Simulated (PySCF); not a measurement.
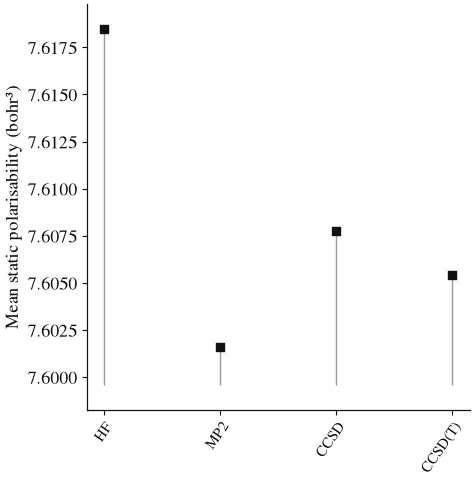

The mean static polarisability of the Ar atom ([Ar]) across levels of theory. Finite fields; PySCF, ANO-RCC-VTZP, spin-free X2C-1e, unrestricted single determinants, no spin-orbit coupling. 10 core electrons frozen.

### Summarise the spread and list the values.

The values run from 7.6016 bohr³ (MP2) to 7.6185 bohr³ (HF). The recommended value is 11.0830 ± 0.007 bohr³, off the plot; all methods lie below it by about 3.5 bohr³, far more than they differ, so the miss comes from what they share.

```csv
Method,Mean static polarisability (bohr³)
HF,7.6185
MP2,7.6016
CCSD,7.6078
CCSD(T),7.6054
```

Known limits: basis without added diffuse functions.
